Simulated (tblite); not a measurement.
Run report: C$_{3}$H$_{11}$NSi$_{3}$, geometry relaxation (part 2 of 2)

The same run, continued: C$_{3}$H$_{11}$NSi$_{3}$; GFN2-xTB geometry optimisation, gas phase (tblite 0.8.0). 

**Trajectory as extended XYZ, continued**
```
18
Properties=species:S:1:pos:R:3:forces:R:3 step=94 energy=-546.37788
N    -3.3763   -1.5261    0.9083   -0.0310   0.0230  -0.0020
C    -2.2773   -1.5371    0.5864    0.0160  -0.0400  -0.0130
C    -0.9185   -1.5236    0.1638    0.0320   0.0200   0.0020
Si   -0.6144   -0.0994   -1.1103   -0.0700  -0.0110   0.0130
Si   -1.2789    1.9315   -0.2106   -0.0270  -0.0090  -0.0520
C     1.2420   -0.2074   -1.5372    0.0080  -0.0080  -0.0110
Si    2.4881    0.1375   -0.1415   -0.0080   0.0600   0.0050
H    -0.2845   -1.3731    1.0386   -0.0040   0.0030   0.0170
H    -0.6721   -2.4970   -0.2631   -0.0160   0.0130  -0.0250
H    -1.3491   -0.5179   -2.3274    0.0030   0.0050   0.0500
H    -1.7636    2.8446   -1.2514    0.0060  -0.0140   0.0160
H    -2.3470    1.7653    0.7724   -0.0180   0.0060   0.0140
H    -0.1702    2.6169    0.4602    0.0190   0.0180   0.0160
H     1.4513   -1.1931   -1.9543    0.0150  -0.0150  -0.0080
H     1.4244    0.5008   -2.3451    0.0530  -0.0050  -0.0040
H     2.1208   -0.6099    1.0659    0.0170  -0.0180  -0.0040
H     2.4877    1.5699    0.1635   -0.0050  -0.0170   0.0000
H     3.8288   -0.2756   -0.5594    0.0090  -0.0110  -0.0130
18
Properties=species:S:1:pos:R:3:forces:R:3 step=110 energy=-546.38306
N    -3.3960   -1.4590    0.8738    0.0730  -0.0060  -0.0240
C    -2.2904   -1.5048    0.5755   -0.0660  -0.0090   0.0230
C    -0.9239   -1.5159    0.1766    0.0030   0.0010   0.0010
Si   -0.6007   -0.0943   -1.0953    0.0040  -0.0050   0.0060
Si   -1.2984    1.9310   -0.2117   -0.0080   0.0180  -0.0010
C     1.2560   -0.2233   -1.5298    0.0010  -0.0060  -0.0040
Si    2.5159    0.1330   -0.1489   -0.0020   0.0110   0.0040
H    -0.2996   -1.3849    1.0616   -0.0030   0.0060  -0.0070
H    -0.6925   -2.4883   -0.2609   -0.0010   0.0060   0.0050
H    -1.3492   -0.5202   -2.2985    0.0020   0.0030  -0.0100
H    -1.7864    2.8369   -1.2562    0.0090  -0.0110   0.0000
H    -2.3779    1.7492    0.7578    0.0050   0.0100   0.0020
H    -0.2098    2.6385    0.4731   -0.0020   0.0000   0.0020
H     1.4564   -1.2193   -1.9289    0.0000   0.0080   0.0030
H     1.4528    0.4673   -2.3505   -0.0110  -0.0070   0.0100
H     2.2395   -0.7124    1.0180    0.0070  -0.0010  -0.0120
H     2.4312    1.5425    0.2400   -0.0020  -0.0240  -0.0050
H     3.8643   -0.1698   -0.6368   -0.0090   0.0070   0.0070
18
Properties=species:S:1:pos:R:3:forces:R:3 step=126 energy=-546.38525
N    -3.3695   -1.4363    0.9287   -0.0070  -0.0120   0.0040
C    -2.2707   -1.4942    0.6105   -0.0090   0.0160  -0.0080
C    -0.9137   -1.5130    0.1819    0.0010   0.0040   0.0050
Si   -0.6055   -0.0936   -1.0968   -0.0070  -0.0100   0.0150
Si   -1.3059    1.9449   -0.2402    0.0030  -0.0010  -0.0080
C     1.2517   -0.2163   -1.5292    0.0000  -0.0020   0.0010
Si    2.5057    0.1006   -0.1341   -0.0080  -0.0180   0.0090
H    -0.2693   -1.3820    1.0522   -0.0010   0.0020   0.0020
H    -0.6984   -2.4886   -0.2563    0.0120   0.0100  -0.0070
H    -1.3441   -0.5278   -2.3036   -0.0100   0.0020   0.0040
H    -1.7764    2.8305   -1.3096    0.0000  -0.0040  -0.0010
H    -2.3922    1.7989    0.7278    0.0080  -0.0060  -0.0080
H    -0.2174    2.6615    0.4351    0.0020   0.0000   0.0030
H     1.4512   -1.2021   -1.9527    0.0080   0.0050  -0.0030
H     1.4506    0.4948   -2.3312   -0.0030   0.0000   0.0060
H     2.3120   -0.8760    0.9449    0.0090   0.0140  -0.0220
H     2.3193    1.4531    0.3933    0.0040  -0.0010   0.0030
H     3.8639   -0.0480   -0.6619    0.0000   0.0000   0.0050
18
Properties=species:S:1:pos:R:3:forces:R:3 step=142 energy=-546.38656
N    -3.3631   -1.4443    0.9585    0.0100   0.0030  -0.0060
C    -2.2657   -1.4866    0.6328   -0.0050  -0.0040  -0.0020
C    -0.9099   -1.4989    0.1986    0.0010   0.0010   0.0010
Si   -0.6083   -0.0959   -1.0976   -0.0060   0.0040   0.0000
Si   -1.2996    1.9566   -0.2697    0.0010  -0.0030  -0.0010
C     1.2487   -0.2083   -1.5347   -0.0030  -0.0020   0.0000
Si    2.4974    0.0704   -0.1262    0.0090  -0.0090   0.0050
H    -0.2623   -1.3570    1.0650   -0.0050   0.0020   0.0020
H    -0.6907   -2.4765   -0.2335    0.0090   0.0020   0.0060
H    -1.3585   -0.5418   -2.2932    0.0050   0.0000   0.0020
H    -1.7599    2.8306   -1.3523   -0.0030   0.0020  -0.0040
H    -2.3918    1.8213    0.6923   -0.0050   0.0000   0.0020
H    -0.2155    2.6794    0.4058    0.0020  -0.0010  -0.0010
H     1.4529   -1.1798   -1.9875    0.0020   0.0000   0.0010
H     1.4464    0.5264   -2.3156   -0.0040   0.0060   0.0080
H     2.3878   -1.0143    0.8560    0.0000   0.0090  -0.0120
H     2.2258    1.3511    0.5291   -0.0020  -0.0030   0.0020
H     3.8577    0.0738   -0.6691   -0.0040  -0.0090  -0.0040
18
Properties=species:S:1:pos:R:3:forces:R:3 step=157 energy=-546.38819
N    -3.3732   -1.4815    0.9096   -0.0070  -0.0070  -0.0010
C    -2.2638   -1.4996    0.6255    0.0000   0.0020   0.0040
C    -0.8935   -1.4734    0.2405   -0.0030  -0.0030   0.0080
Si   -0.6152   -0.0996   -1.0901    0.0040   0.0170  -0.0080
Si   -1.2993    1.9690   -0.2943   -0.0140  -0.0020   0.0010
C     1.2383   -0.1829   -1.5427    0.0060   0.0010   0.0060
Si    2.4927    0.0242   -0.1278    0.0030   0.0060  -0.0050
H    -0.2848   -1.2776    1.1241    0.0080   0.0110   0.0010
H    -0.6187   -2.4540   -0.1503    0.0030  -0.0020  -0.0020
H    -1.3625   -0.5863   -2.2705   -0.0130   0.0130  -0.0010
H    -1.7502    2.8400   -1.3835    0.0030  -0.0090  -0.0080
H    -2.3982    1.8518    0.6631    0.0000   0.0000   0.0060
H    -0.2129    2.6926    0.3788   -0.0050  -0.0130  -0.0040
H     1.4475   -1.1264   -2.0491   -0.0060   0.0100  -0.0050
H     1.4252    0.5973   -2.2812    0.0030  -0.0120   0.0020
H     2.4469   -1.1481    0.7510   -0.0080  -0.0090   0.0060
H     2.1737    1.2256    0.6467    0.0050  -0.0040  -0.0010
H     3.8389    0.1351   -0.6910    0.0200   0.0010   0.0020
18
Properties=species:S:1:pos:R:3:forces:R:3 step=173 energy=-546.38937
N    -3.3796   -1.5394    0.8676    0.0050  -0.0010   0.0030
C    -2.2628   -1.5225    0.6137   -0.0010   0.0000  -0.0030
C    -0.8851   -1.4580    0.2606    0.0010   0.0000  -0.0010
Si   -0.6173   -0.0930   -1.0816    0.0010   0.0050   0.0020
Si   -1.3119    1.9741   -0.2965   -0.0030   0.0020   0.0030
C     1.2354   -0.1666   -1.5430    0.0010  -0.0010  -0.0050
Si    2.5030    0.0017   -0.1340   -0.0090   0.0000  -0.0020
H    -0.3019   -1.2304    1.1540   -0.0020   0.0020  -0.0030
H    -0.5717   -2.4348   -0.1107    0.0040   0.0030   0.0020
H    -1.3738   -0.5802   -2.2557    0.0020  -0.0010  -0.0010
H    -1.7616    2.8317   -1.3963    0.0020   0.0060  -0.0050
H    -2.4112    1.8710    0.6619   -0.0010  -0.0080   0.0050
H    -0.2225    2.6971    0.3712   -0.0030   0.0040  -0.0010
H     1.4380   -1.0957   -2.0777    0.0000  -0.0010   0.0050
H     1.4197    0.6322   -2.2618    0.0010  -0.0050  -0.0020
H     2.4213   -1.1679    0.7468    0.0000  -0.0010  -0.0010
H     2.2205    1.2138    0.6377    0.0020  -0.0010   0.0040
H     3.8528    0.0733   -0.6972    0.0000  -0.0040   0.0010
```

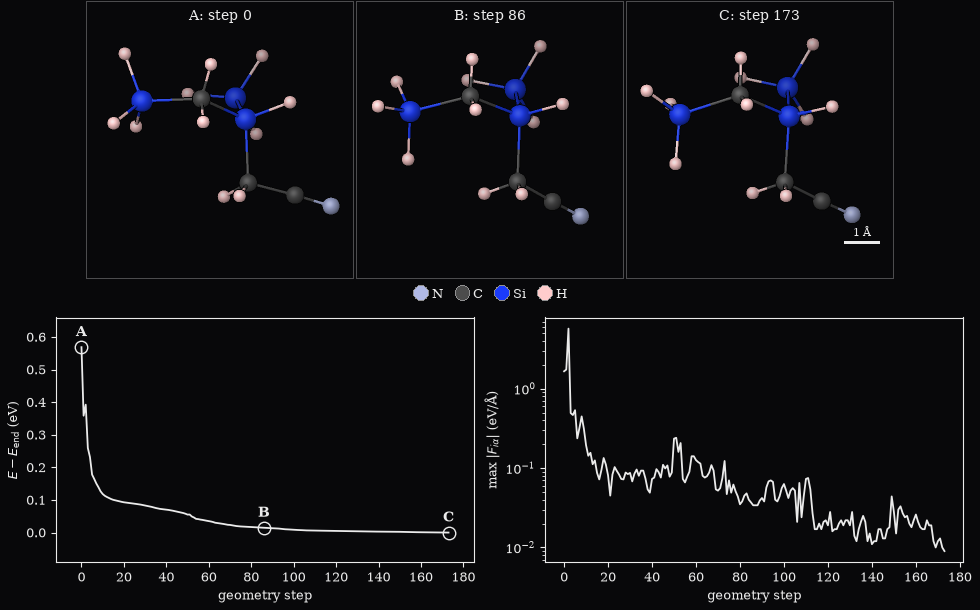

*Frames of the relaxation (ball-and-stick view, seen at a tilt) above the curves, on which the letters mark them (steps are counted from 0).*

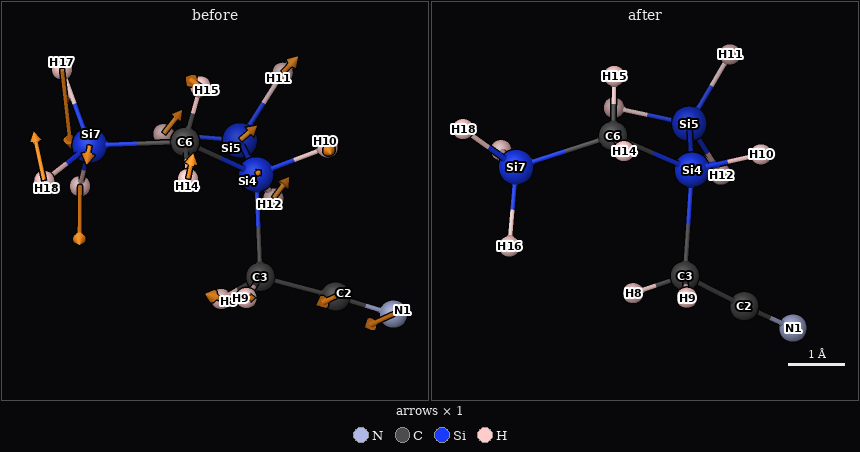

*Before (left) and after (right) the relaxation, at one scale (ball-and-stick view, seen at a tilt). The orange arrows give the displacements, at true length.*

H16 moves most after the best rigid fit: 1.96 Å. Largest moves by element: H 1.96 Å, N 0.88 Å, C 0.55 Å, Si 0.46 Å. Among the contacts that change: Si4–Si5 2.202 → 2.318 Å, C3–Si4 1.866 → 1.933 Å, Si4–C6 1.846 → 1.911 Å, C6–Si7 1.842 → 1.903 Å. Among the angles that change: H11–Si5–H13 112.4° → 106.3°, Si4–Si5–H12 107.0° → 112.6°, Si5–Si4–H10 108.9° → 114.2°. After 173 geometry steps the energy has fallen by 0.569 eV. Largest force component: 1.7 eV/Å at the start, 0.009 eV/Å at the end. (Atoms are counted from 1 in the order of the input.)

The run was set up as follows.

**Input file**
```
{"job": {"kind": "relax", "xc": "GFN2-xTB", "basis": "xTB"}, "charge": 0, "multiplicity": 1}
N     -3.546300    -1.895900     0.066000
C     -2.417700    -1.707300     0.114500
C     -0.962300    -1.503900     0.218700
Si    -0.563400    -0.103100    -0.947100
Si    -1.068700     1.795800     0.046900
C      1.193200    -0.252600    -1.494300
Si     2.457100     0.397600    -0.322800
H     -0.732200    -1.168500     1.257300
H     -0.388300    -2.408300    -0.024000
H     -1.423800    -0.269200    -2.117100
H     -1.641200     2.742800    -0.938700
H     -2.173800     1.505800     1.001700
H     -0.000100     2.396700     0.839000
H      1.400700    -1.357000    -1.618200
H      1.299200     0.178800    -2.512400
H      1.936400     0.732200     1.010200
H      3.113500     1.562700    -0.946900
H      3.508800    -0.640400    -0.173900
```

The first line tells a small driver script what to run in tblite; the rest is the geometry in Å.

Run as:
```bash
OMP_NUM_THREADS=1 python <driver script> task.json out
```

**Summary**

```csv
quantity,value
outcome,converged
total energy,−546.3894 eV
hardware,"1 CPU thread, shared host"
wall time,2.6 s
peak memory,0.18 GiB
```
